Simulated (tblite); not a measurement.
**CH₈NSi₂: geometry relaxation (part 2 of 4)**

CH₈NSi₂, multiplicity 2; GFN1-xTB, R-SCC, ddCOSMO solvent (tblite 0.8.0). The geometry comes from this level: GFN2-xTB.

Geometry of the input (Å):
```
C  0.0000  0.0000  0.0000
Si 1.8981  0.0000  0.0000
N  2.5045  1.5234  0.0000
Si 2.3313  -0.6174  -2.2941
H  -0.3820  0.7897  -0.6366
H  -0.3640  0.1816  1.0057
H  -0.4110  -0.9461  -0.3413
H  2.3444  -1.1840  0.7631
H  3.4353  1.7616  0.2999
H  1.7472  0.3405  -3.2203
H  1.7394  -1.9365  -2.5174
H  3.7770  -0.7053  -2.4649
```

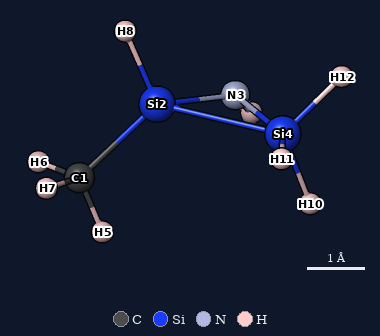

Fig. 1: The geometry at step 32 of the log (ball-and-stick view, seen at a tilt; atoms are numbered from 1 in the order of the input).

Trajectory as extended XYZ, continued
```
12
Properties=species:S:1:pos:R:3:forces:R:3 step=18 energy=-361.98156
C    -0.0614    0.0176    0.0275    0.0338   0.0234   0.0450
Si    1.8560   -0.1401   -0.0258    0.1054   0.0827  -0.0024
N     2.7485    1.2076    0.1183    0.0199   0.0130  -0.0109
Si    2.4060   -0.6411   -2.2644   -0.0263   0.0065  -0.0540
H    -0.4547    0.8145   -0.6107   -0.0136  -0.0045   0.0021
H    -0.3684    0.2522    1.0522   -0.0801   0.0110   0.0122
H    -0.5805   -0.9025   -0.2534   -0.0017  -0.0174   0.0082
H     2.2604   -1.2001    0.8915   -0.0031   0.0071   0.0119
H     3.3037    2.0422    0.0830   -0.0817  -0.1473  -0.0254
H     1.8297    0.3770   -3.1427    0.0187  -0.0074  -0.0137
H     1.8478   -1.9217   -2.7127    0.0228   0.0311   0.0044
H     3.8329   -0.6979   -2.5688    0.0059   0.0019   0.0228
12
Properties=species:S:1:pos:R:3:forces:R:3 step=19 energy=-361.98269
C    -0.0661    0.0139    0.0336    0.0221   0.0394   0.0143
Si    1.8537   -0.1422   -0.0234    0.0348   0.0392  -0.0092
N     2.7491    1.2036    0.1077   -0.1543  -0.2395   0.0054
Si    2.4036   -0.6398   -2.2615    0.0319   0.0564  -0.0386
H    -0.4492    0.8114   -0.6118   -0.0102  -0.0120   0.0153
H    -0.3799    0.2574    1.0536   -0.0588   0.0194   0.0302
H    -0.5979   -0.9002   -0.2451    0.0443  -0.0163   0.0056
H     2.2761   -1.1973    0.8885   -0.0170  -0.0193   0.0344
H     3.3061    2.0271    0.0693    0.1091   0.1583  -0.0401
H     1.8365    0.3789   -3.1423    0.0028   0.0170  -0.0254
H     1.8539   -1.9144   -2.7212   -0.0055  -0.0380  -0.0132
H     3.8340   -0.6906   -2.5532    0.0007  -0.0046   0.0211
12
Properties=species:S:1:pos:R:3:forces:R:3 step=21 energy=-361.98736
C    -0.0766    0.0167    0.0528    0.0053   0.0237   0.0179
Si    1.8421   -0.1658   -0.0222   -0.0619  -0.0521   0.0112
N     2.7724    1.1566    0.0939    0.1447   0.2127  -0.0323
Si    2.4148   -0.6358   -2.2652    0.0029   0.0158   0.0100
H    -0.4442    0.8106   -0.6060   -0.0202  -0.0019   0.0058
H    -0.3946    0.2832    1.0672   -0.0046   0.0026  -0.0035
H    -0.6264   -0.8902   -0.2143    0.0437  -0.0219   0.0073
H     2.2700   -1.2058    0.9054   -0.0222  -0.0073  -0.0011
H     3.2748    2.0221    0.0058   -0.1007  -0.1925  -0.0068
H     1.8559    0.4011   -3.1299    0.0092   0.0065  -0.0270
H     1.8812   -1.9067   -2.7635    0.0060   0.0141   0.0020
H     3.8506   -0.6783   -2.5299   -0.0022   0.0002   0.0164
12
Properties=species:S:1:pos:R:3:forces:R:3 step=22 energy=-361.99030
C    -0.0833    0.0211    0.0694    0.0117   0.0215   0.0242
Si    1.8301   -0.1788   -0.0189    0.0037   0.0064   0.0080
N     2.7801    1.1345    0.0764    0.0649   0.0804  -0.0409
Si    2.4195   -0.6269   -2.2673   -0.0378  -0.0250   0.0404
H    -0.4418    0.8079   -0.6018   -0.0443   0.0094  -0.0077
H    -0.4137    0.2992    1.0772    0.0334  -0.0088  -0.0191
H    -0.6284   -0.8884   -0.1939   -0.0147  -0.0469  -0.0002
H     2.2660   -1.2113    0.9136   -0.0278  -0.0074  -0.0169
H     3.2651    2.0045   -0.0335   -0.0342  -0.0914  -0.0108
H     1.8695    0.4153   -3.1336    0.0236  -0.0135  -0.0034
H     1.8977   -1.8992   -2.7861    0.0198   0.0676   0.0181
H     3.8592   -0.6703   -2.5076    0.0018   0.0079   0.0083
12
Properties=species:S:1:pos:R:3:forces:R:3 step=23 energy=-361.99250
C    -0.0959    0.0235    0.0880   -0.0288  -0.0085   0.0152
Si    1.8132   -0.2013   -0.0140    0.0440   0.0811   0.0069
N     2.7986    1.0939    0.0460    0.0585   0.1141  -0.0823
Si    2.4274   -0.6191   -2.2618   -0.0160  -0.0286   0.0332
H    -0.4403    0.8063   -0.5971   -0.0514  -0.0213   0.0052
H    -0.4248    0.3254    1.0902    0.0581  -0.0242  -0.0398
H    -0.6563   -0.8833   -0.1604    0.0104   0.0161   0.0100
H     2.2635   -1.2211    0.9236   -0.0359  -0.0112  -0.0160
H     3.2425    1.9839   -0.0999   -0.0726  -0.1906   0.0142
H     1.8933    0.4361   -3.1231    0.0257  -0.0201   0.0102
H     1.9257   -1.8828   -2.8257    0.0238   0.0907   0.0377
H     3.8731   -0.6539   -2.4718   -0.0157   0.0024   0.0053
12
Properties=species:S:1:pos:R:3:forces:R:3 step=25 energy=-362.00833
C    -0.1560    0.0449    0.1821   -0.0601  -0.1449   0.0373
Si    1.7224   -0.3096    0.0110    0.3370   0.6160  -0.0595
N     2.8664    0.8956   -0.1741   -0.4463  -0.3058  -0.3177
Si    2.4726   -0.5552   -2.2146    0.2554   0.0606   0.0235
H    -0.4700    0.7830   -0.5678   -0.0759  -0.0904   0.0447
H    -0.4562    0.4535    1.1582    0.1020  -0.1086  -0.1198
H    -0.7556   -0.8646    0.0185    0.0296   0.2361   0.0521
H     2.2214   -1.2855    0.9620   -0.0305   0.0091   0.0104
H     3.1371    1.8302   -0.4579   -0.0946  -0.3392   0.1633
H     2.0281    0.5436   -3.0742    0.0167  -0.0221   0.0911
H     2.0726   -1.7595   -2.9951    0.0549   0.2104   0.2106
H     3.9372   -0.5687   -2.2541   -0.0882  -0.1213  -0.1361
12
Properties=species:S:1:pos:R:3:forces:R:3 step=26 energy=-362.01967
C    -0.1685    0.0517    0.2030   -0.0521  -0.1916   0.0509
Si    1.6997   -0.3357    0.0146    0.3658   0.7133  -0.0938
N     2.8759    0.8454   -0.2438   -0.6259  -0.4604  -0.3364
Si    2.4888   -0.5335   -2.1974    0.3748   0.1244   0.0391
H    -0.4871    0.7749   -0.5590   -0.0706  -0.0880   0.0486
H    -0.4518    0.4828    1.1746    0.0856  -0.1232  -0.1281
H    -0.7735   -0.8606    0.0644    0.0310   0.2856   0.0667
H     2.2027   -1.3043    0.9685   -0.0127   0.0187   0.0317
H     3.1070    1.7838   -0.5507   -0.0898  -0.2836   0.2108
H     2.0638    0.5710   -3.0576    0.0082  -0.0057   0.0911
H     2.1106   -1.7177   -3.0260    0.0488   0.2053   0.2542
H     3.9526   -0.5500   -2.1966   -0.0631  -0.1947  -0.2349
12
Properties=species:S:1:pos:R:3:forces:R:3 step=28 energy=-362.08799
C    -0.1668    0.0619    0.2019   -0.0009  -0.3084   0.0217
Si    1.6817   -0.3503    0.0032   -0.1516   0.2156   0.0765
N     2.8540    0.7947   -0.3594   -0.4290  -0.9700  -0.1003
Si    2.5382   -0.4924   -2.1577    0.2620   0.3710   0.0800
H    -0.5565    0.7588   -0.5425    0.0022   0.0727  -0.0281
H    -0.3694    0.4911    1.1854   -0.1362   0.0137   0.0867
H    -0.7623   -0.8566    0.1097   -0.0841   0.1357   0.1265
H     2.1282   -1.3343    0.9645    0.0828   0.0516   0.1109
H     3.0445    1.7252   -0.6409    0.1521   0.7298   0.0056
H     2.1053    0.5980   -3.0122   -0.0020   0.1624  -0.0580
H     2.1495   -1.6288   -2.9968   -0.0954  -0.2457  -0.0249
H     3.9737   -0.5596   -2.1612    0.4001  -0.2283  -0.2967
12
Properties=species:S:1:pos:R:3:forces:R:3 step=29 energy=-362.16006
C    -0.1784    0.0555    0.2068   -0.0717   0.0083   0.1508
Si    1.6558   -0.3687   -0.0006   -0.1994  -0.3457  -0.0331
N     2.8607    0.7303   -0.4201    0.0568   0.9931  -0.6062
Si    2.6078   -0.4662   -2.1467    0.0246   0.2957   0.1608
H    -0.5822    0.7566   -0.5288    0.0484   0.0607   0.0159
H    -0.3248    0.5018    1.1981   -0.1868   0.0046  -0.0151
H    -0.8080   -0.8362    0.1522   -0.0937  -0.0277   0.1171
H     2.0873   -1.3405    0.9876    0.0785   0.1170   0.0813
H     2.9516    1.7282   -0.6825   -0.0413  -0.8773   0.4921
H     2.1317    0.6357   -2.9670    0.0850   0.0967  -0.1264
H     2.1821   -1.5908   -3.0005   -0.0867  -0.1783  -0.0019
H     4.0364   -0.5981   -2.2044    0.3864  -0.1470  -0.2354
12
Properties=species:S:1:pos:R:3:forces:R:3 step=30 energy=-362.23386
C    -0.2087    0.0412    0.2342   -0.1111   0.4205   0.0278
Si    1.6141   -0.3815    0.0054    0.3063  -0.5787  -0.3780
N     2.8528    0.6815   -0.5316   -0.1914   0.8341  -0.0118
Si    2.6820   -0.4078   -2.1310    0.0684  -0.1452  -0.1603
H    -0.6101    0.7420   -0.5129    0.0963  -0.0682   0.1318
H    -0.3453    0.5070    1.2144   -0.1599   0.1011   0.0917
H    -0.8599   -0.8274    0.2131   -0.1369  -0.2468   0.0376
H     2.0859   -1.3281    1.0127    0.0144   0.2338   0.0579
H     2.9005    1.6944   -0.7050    0.0400  -0.5809   0.3895
H     2.1796    0.6761   -2.9690    0.1941   0.0141  -0.1918
H     2.2064   -1.5422   -2.9882   -0.0184  -0.0079   0.1423
H     4.1226   -0.6475   -2.2481   -0.1018   0.0240  -0.1366
12
Properties=species:S:1:pos:R:3:forces:R:3 step=32 energy=-362.32781
C    -0.2231    0.0360    0.2542    0.0866   0.0339   0.0993
Si    1.6291   -0.4058   -0.0256   -0.2799  -0.2897   0.0946
N     2.8272    0.6999   -0.5496   -0.1159  -0.1195  -0.1361
Si    2.6995   -0.3976   -2.1614    0.0522   0.0461  -0.0686
H    -0.5960    0.7356   -0.5026   -0.0107  -0.0421  -0.0104
H    -0.4204    0.5104    1.2251    0.1137  -0.0225  -0.0403
H    -0.8780   -0.8430    0.2211    0.0666   0.0266  -0.0302
H     2.1298   -1.2705    1.0407   -0.0218   0.1242   0.0001
H     2.9183    1.7005   -0.6068    0.0899   0.1724   0.0953
H     2.2193    0.6733   -3.0383    0.1876  -0.0866  -0.0885
H     2.1794   -1.5664   -2.9393   -0.0036   0.0549   0.0792
H     4.1349   -0.6649   -2.3234   -0.1647   0.1023   0.0056
12
Properties=species:S:1:pos:R:3:forces:R:3 step=33 energy=-362.35578
C    -0.2251    0.0434    0.2738    0.1142  -0.0437  -0.0451
Si    1.6067   -0.4351   -0.0389   -0.0935  -0.0974   0.0223
N     2.8087    0.6744   -0.6065   -0.1995   0.2512   0.2075
Si    2.7220   -0.3707   -2.1646   -0.0720  -0.0047  -0.2122
H    -0.6140    0.7218   -0.4924   -0.0157   0.0236   0.0034
H    -0.4230    0.5152    1.2422    0.0946   0.0123   0.0044
H    -0.8563   -0.8502    0.2383   -0.0632  -0.0209   0.0332
H     2.1122   -1.2434    1.0613    0.0191   0.0456   0.0825
H     2.8927    1.6853   -0.5860    0.0806  -0.1469   0.0463
H     2.2808    0.6728   -3.0839    0.1069  -0.0011  -0.1505
H     2.1808   -1.5424   -2.8993   -0.0855  -0.0694  -0.0132
H     4.1345   -0.6634   -2.3501    0.1140   0.0516   0.0215
12
Properties=species:S:1:pos:R:3:forces:R:3 step=34 energy=-362.37305
C    -0.2203    0.0416    0.2720   -0.0841  -0.1735   0.1012
Si    1.6007   -0.4500   -0.0453    0.0345  -0.0019   0.0320
N     2.7853    0.6789   -0.6083   -0.1895  -0.0662   0.0220
Si    2.7205   -0.3643   -2.1776   -0.1030   0.0723  -0.0050
H    -0.6158    0.7177   -0.4899   -0.0190   0.0603  -0.0439
H    -0.4143    0.5163    1.2449    0.1079  -0.0718  -0.1145
H    -0.8532   -0.8579    0.2357    0.0022   0.1308   0.0743
H     2.1217   -1.2226    1.0734   -0.0071   0.0083   0.0726
H     2.8934    1.6803   -0.5580    0.0871   0.0714   0.0214
H     2.3080    0.6674   -3.1203    0.0546   0.0205  -0.1221
H     2.1639   -1.5476   -2.8755   -0.0620  -0.0561  -0.0630
H     4.1302   -0.6521   -2.3573    0.1785   0.0058   0.0249
12
Properties=species:S:1:pos:R:3:forces:R:3 step=36 energy=-362.40133
C    -0.2287    0.0200    0.2849   -0.0903  -0.1699  -0.0110
Si    1.5814   -0.5129   -0.0536    0.0902   0.0121   0.0966
N     2.6954    0.6689   -0.6645   -0.1995  -0.4822  -0.1368
Si    2.7447   -0.3175   -2.2107    0.0709  -0.1066  -0.1529
H    -0.6272    0.7006   -0.4753    0.0335   0.0017   0.0208
H    -0.3738    0.5077    1.2564    0.0558  -0.0077  -0.0353
H    -0.8891   -0.8578    0.2791   -0.0149   0.0928   0.0692
H     2.1336   -1.1674    1.1361   -0.0694   0.0429  -0.0126
H     2.8565    1.6430   -0.5261    0.1312   0.5266   0.0742
H     2.4253    0.6769   -3.2406    0.0119  -0.0408   0.0641
H     2.1334   -1.5238   -2.8333    0.0558   0.1478  -0.0416
H     4.1685   -0.6302   -2.3585   -0.0752  -0.0167   0.0654
12
Properties=species:S:1:pos:R:3:forces:R:3 step=37 energy=-362.42012
C    -0.2358   -0.0084    0.2880   -0.0711  -0.0511   0.1351
Si    1.5720   -0.5654   -0.0566    0.1528   0.0586   0.0521
N     2.6258    0.6614   -0.7189   -0.2028  -0.1259   0.0060
Si    2.7724   -0.2938   -2.2440    0.1139  -0.0289  -0.1443
H    -0.6270    0.6895   -0.4605    0.0403  -0.0364   0.0018
H    -0.3159    0.5012    1.2614   -0.0014  -0.0740  -0.1284
H    -0.9384   -0.8520    0.3185    0.0601   0.1047   0.0562
H     2.1281   -1.1280    1.1850   -0.0715   0.0805  -0.0587
H     2.8096    1.6297   -0.4986    0.0295  -0.0082  -0.0600
H     2.5128    0.6832   -3.3117   -0.0045  -0.0463   0.1092
H     2.1172   -1.4946   -2.8171    0.0777   0.1926  -0.0379
H     4.1993   -0.6152   -2.3516   -0.1231  -0.0654   0.0688
12
Properties=species:S:1:pos:R:3:forces:R:3 step=39 energy=-362.46789
C    -0.2509   -0.0711    0.3313   -0.0476   0.0630   0.1268
Si    1.5410   -0.7093   -0.0645    0.0088   0.2511   0.2657
N     2.4257    0.6107   -0.8632   -0.0927  -0.0744   0.1574
Si    2.8745   -0.2162   -2.3456    0.3448   0.1264  -0.0084
H    -0.6224    0.6451   -0.4125    0.0075  -0.1318   0.0090
H    -0.1904    0.4884    1.2811   -0.0705  -0.0760  -0.1250
H    -1.0382   -0.8266    0.4694    0.2340   0.1076  -0.0432
H     2.0632   -1.0387    1.2990    0.0273   0.1334  -0.3259
H     2.6531    1.5507   -0.5337   -0.1366  -0.4128  -0.1609
H     2.7511    0.7272   -3.4588    0.0744   0.0853   0.1178
H     2.1182   -1.3564   -2.8293   -0.0712  -0.0352   0.0042
H     4.2952   -0.5962   -2.2793   -0.2781  -0.0366  -0.0175
12
Properties=species:S:1:pos:R:3:forces:R:3 step=40 energy=-362.48993
C    -0.2550   -0.0748    0.3542    0.1510   0.1398  -0.2434
Si    1.5246   -0.7137   -0.0557   -0.1430   0.0849  -0.0827
N     2.4062    0.5797   -0.8796   -0.1421  -0.3145   0.0604
Si    2.9088   -0.2018   -2.3539    0.2108  -0.0067   0.0042
H    -0.6205    0.6276   -0.4034   -0.0708  -0.0852  -0.0055
H    -0.1969    0.4890    1.2847   -0.0144   0.1858   0.2364
H    -1.0306   -0.8201    0.5072   -0.0808  -0.1897  -0.0400
H     2.0381   -1.0339    1.2791    0.2335   0.0479   0.0726
H     2.6157    1.5208   -0.5903   -0.0355   0.1620   0.1290
H     2.7859    0.7522   -3.4372    0.1472   0.2687  -0.0721
H     2.1386   -1.3075   -2.8599   -0.1784  -0.2496  -0.0159
H     4.3051   -0.6098   -2.2513   -0.0775  -0.0435  -0.0429
12
Properties=species:S:1:pos:R:3:forces:R:3 step=41 energy=-362.50840
C    -0.2634   -0.0874    0.3732    0.1408   0.1876  -0.1827
Si    1.5021   -0.7501   -0.0582   -0.0756   0.1460   0.1124
N     2.3510    0.5519   -0.9212   -0.0566  -0.1972   0.1279
Si    2.9473   -0.1739   -2.3776    0.0653  -0.0771  -0.2224
H    -0.6272    0.6072   -0.3916   -0.0957  -0.0726  -0.0060
H    -0.1809    0.4937    1.2951   -0.0207   0.1294   0.1425
H    -1.0473   -0.8180    0.5498   -0.0921  -0.1900  -0.0297
H     2.0374   -0.9994    1.2973    0.1963   0.0520  -0.1001
H     2.5700    1.4849   -0.6018   -0.0806   0.0503   0.1279
H     2.8677    0.7787   -3.4759    0.1459   0.1743   0.0723
H     2.1347   -1.2691   -2.8548   -0.0819  -0.1738  -0.0104
H     4.3286   -0.6109   -2.2402   -0.0451  -0.0289  -0.0318
12
Properties=species:S:1:pos:R:3:forces:R:3 step=43 energy=-362.55570
C    -0.2872   -0.0690    0.3969   -0.0038   0.0901  -0.0246
Si    1.4572   -0.7597   -0.0516    0.0902  -0.0435   0.3278
N     2.3381    0.4879   -0.9378    0.0596   0.4727   0.1839
Si    2.9698   -0.1691   -2.4045   -0.0701  -0.0070  -0.4395
H    -0.6714    0.5732   -0.4040   -0.0175  -0.0067   0.0543
H    -0.2425    0.5421    1.3081   -0.0105   0.0225  -0.0620
H    -1.0502   -0.8272    0.5733   -0.0377  -0.0971   0.0417
H     2.1550   -0.9506    1.2482   -0.0933   0.0227  -0.1399
H     2.5339    1.4291   -0.5888   -0.1243  -0.3450  -0.0663
H     2.9558    0.8713   -3.4475    0.0544  -0.2048   0.2295
H     2.1308   -1.2758   -2.8526    0.0862   0.1321  -0.0689
H     4.3307   -0.6446   -2.2458    0.0667  -0.0360  -0.0360
12
Properties=species:S:1:pos:R:3:forces:R:3 step=44 energy=-362.56984
C    -0.2948   -0.0679    0.4076   -0.0766  -0.0326   0.1446
Si    1.4486   -0.7718   -0.0371   -0.0135   0.0450   0.0725
N     2.3217    0.4661   -0.9524    0.0626   0.1452  -0.0076
Si    2.9887   -0.1639   -2.4245    0.0075   0.0018  -0.0805
H    -0.6848    0.5626   -0.3969   -0.0344   0.0040  -0.0063
H    -0.2462    0.5606    1.3100   -0.0039  -0.0355  -0.1153
H    -1.0606   -0.8277    0.6057    0.1058   0.0510  -0.0052
H     2.1577   -0.9467    1.2425   -0.0145   0.0084   0.0304
H     2.5014    1.4081   -0.6152   -0.0779  -0.1124   0.0445
H     2.9952    0.9012   -3.4274    0.0640  -0.1360   0.1130
H     2.1461   -1.2537   -2.8823    0.0344   0.0357  -0.1191
H     4.3470   -0.6593   -2.2359   -0.0535   0.0254  -0.0710
12
Properties=species:S:1:pos:R:3:forces:R:3 step=46 energy=-362.58586
C    -0.3163   -0.0643    0.4422   -0.0275   0.0110   0.0909
Si    1.4209   -0.7790   -0.0068    0.0462   0.0872  -0.1105
N     2.3039    0.4220   -0.9799   -0.0081  -0.1525  -0.0426
Si    3.0253   -0.1607   -2.4489   -0.1031  -0.0179   0.1288
H    -0.7214    0.5319   -0.3814   -0.0478  -0.0304  -0.0143
H    -0.2800    0.6007    1.3174    0.0300  -0.0597  -0.0731
H    -1.0612   -0.8357    0.6700    0.0625   0.0679  -0.0027
H     2.1641   -0.9204    1.2535   -0.0012   0.0134   0.0745
H     2.4418    1.3692   -0.6504   -0.0200   0.0866   0.0984
H     3.0976    0.9390   -3.3861    0.0243   0.0709  -0.0697
H     2.1825   -1.2091   -2.9800   -0.0272  -0.0414  -0.0996
H     4.3628   -0.6860   -2.2556    0.0718  -0.0350   0.0197
```
